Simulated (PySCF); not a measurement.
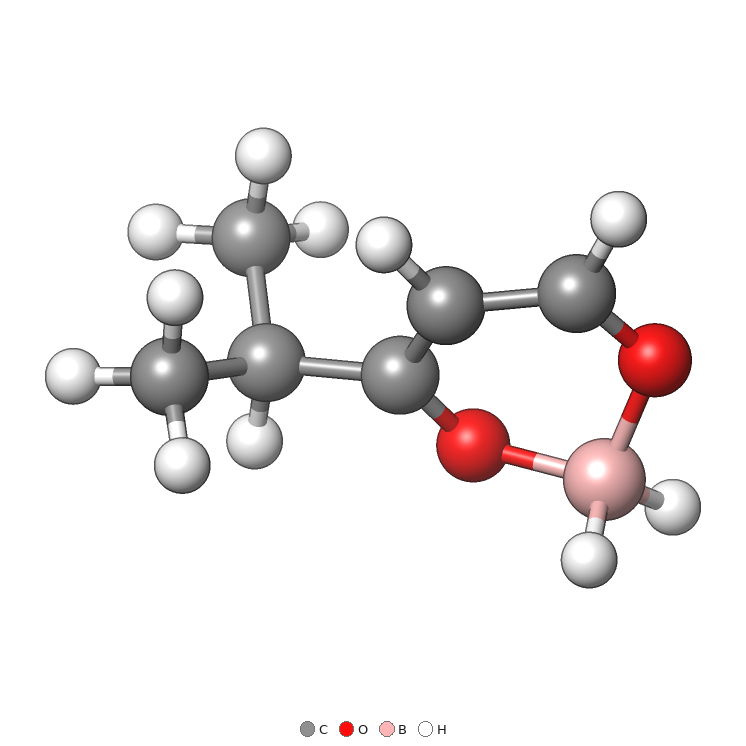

A ball-and-stick model of a molecule. Every bond is drawn as one stick, whatever its order.

Computed geometry: PBE0-D3(BJ)/def2-SVP optimisation. No frequency run is at hand to confirm it as a minimum.

Describe the molecule.

Formula C₆H₁₁BO₂. As SMILES it reads `CC(C)C1=[O+][BH2-]OC=C1`. Independent rings (smallest set): 1 of 6 members. Among its groups: alkene, B–H bond. This geometry has C1 symmetry. Coordination: 3 C tetrahedral; 3 C trigonal planar; 2 O bent; 1 B tetrahedral.

More results for the same structure follow; atom numbers are the same in all pictures, views and colours differ.

**Levels of theory compared**

No frequency run is at hand to confirm it as a minimum. Program: PySCF 2.14.0.

Compare HOMO–LUMO gap (eV), HOMO energy (eV), dipole (D) at these levels: PBE0/def2-SVPD; PBE0/pcSseg-1; PBE0/pcSseg-1 in acetone (IEF-PCM); PBE0/pcSseg-1 in chloroform (IEF-PCM); mPW1PW91/pcSseg-1.

| level | HOMO–LUMO gap (eV) | HOMO energy (eV) | dipole (D) |
| --- | --- | --- | --- |
| PBE0/def2-SVPD | 4.90 | −7.02 | 5.15 |
| PBE0/pcSseg-1 | 4.94 | −7.02 | 5.20 |
| PBE0/pcSseg-1 in acetone (IEF-PCM) | 5.18 | −7.18 | 6.64 |
| PBE0/pcSseg-1 in chloroform (IEF-PCM) | 5.13 | −7.14 | 6.26 |
| mPW1PW91/pcSseg-1 | 4.95 | −7.05 | 5.22 |

**Core levels**

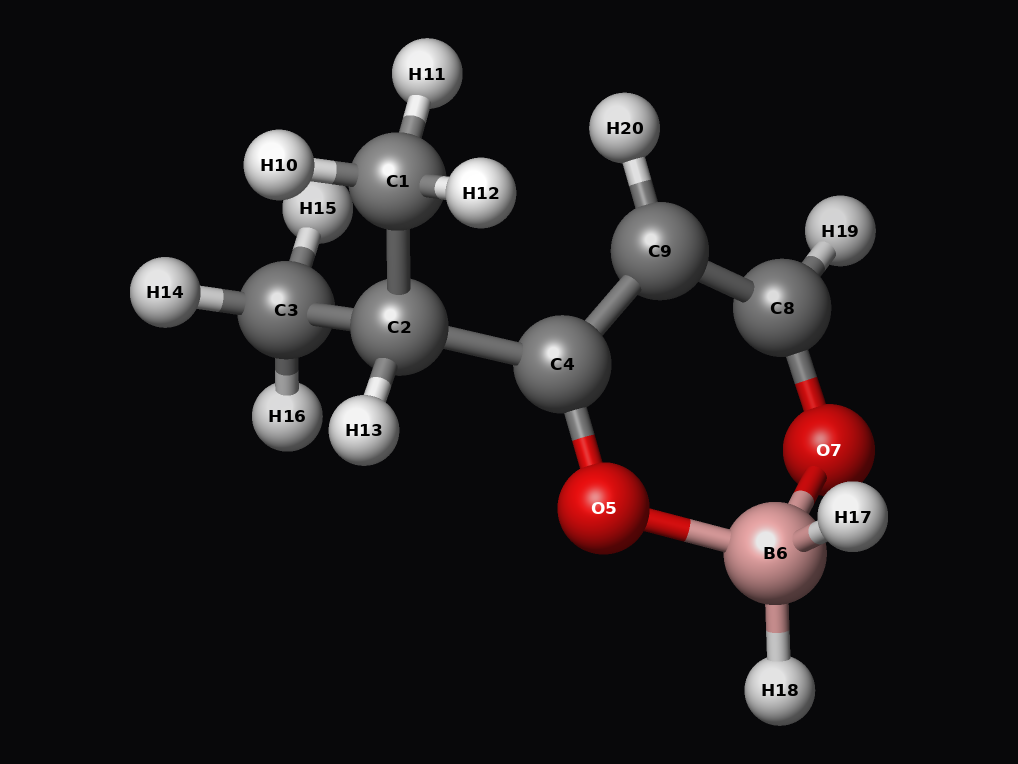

No frequency run is at hand to confirm it as a minimum. Method: delta-SCF UKS SCAN, pcX-2 on the ionised atom, pcseg-1 elsewhere, spin-free X2C (PySCF 2.14.0).

Give the core-electron binding energies (to vacuum) of C1 1s, C2 1s, C4 1s, O5 1s, B6 1s, O7 1s, C8 1s, C9 1s.

```csv
atom,level,binding energy (eV)
C1,1s,291.1
C2,1s,291.3
C4,1s,293.2
O5,1s,538.7
B6,1s,195.7
O7,1s,538.7
C8,1s,293.1
C9,1s,290.6
```

**Polarisability**

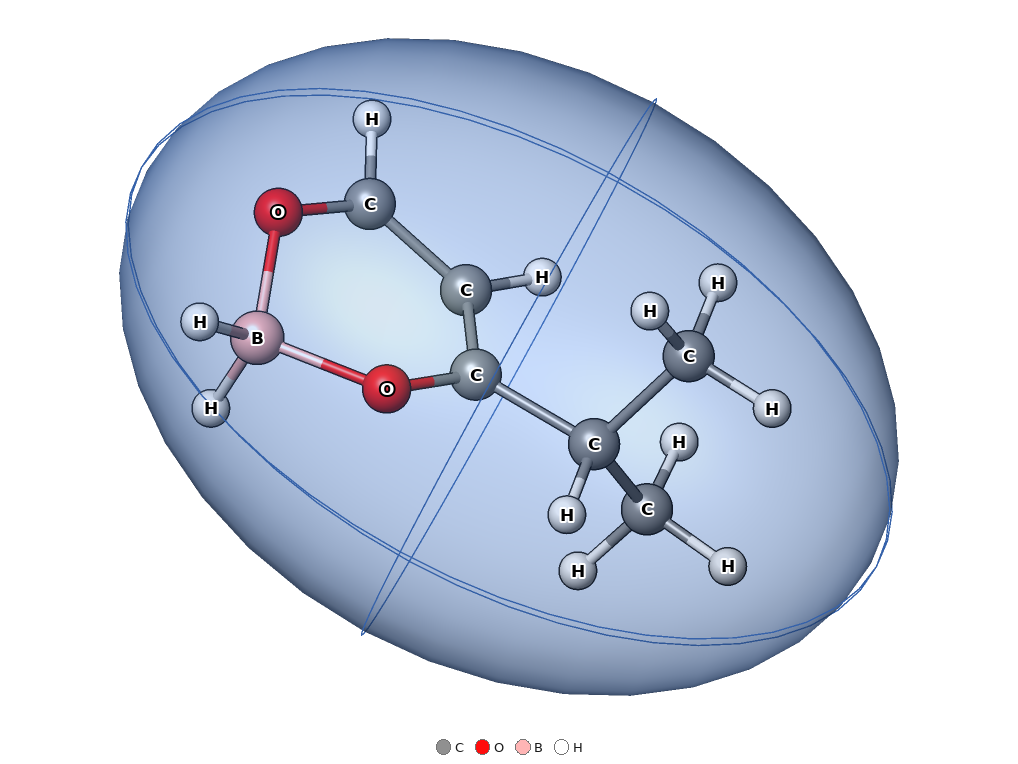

The ellipsoid shows the static dipole polarisability: its half-axes are proportional to the principal values. No frequency run is at hand to confirm it as a minimum. Level of theory: PBE0/def2-SVPD (PySCF 2.14.0).

> How large and how anisotropic is the polarisability?

Principal values 77.6, 91.5, 114.2 bohr³; mean 94.4 bohr³ (13.99 Å³); anisotropy 32.0 bohr³, so the longest axis is 1.47 times the shortest.

**NMR shielding**

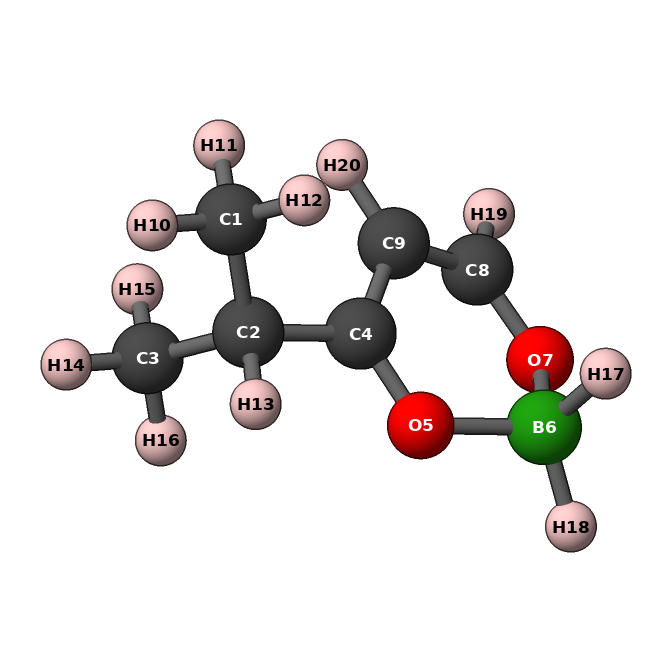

No frequency run is at hand to confirm it as a minimum. Method: GIAO PBE0/pcSseg-1 NMR shielding, non-relativistic, IEF-PCM acetone (PySCF 2.14.0). Principal shieldings σ11 ≤ σ22 ≤ σ33, span Ω = σ33 − σ11, skew κ = 3(σiso − σ22)/Ω.

Give the shielding tensors of the B atoms.

```
atom   σ11    σ22    σ33   σiso     Ω      κ
  B6  95.2  106.0  106.5  102.5  11.3  −0.91
```

Shieldings and span in ppm.
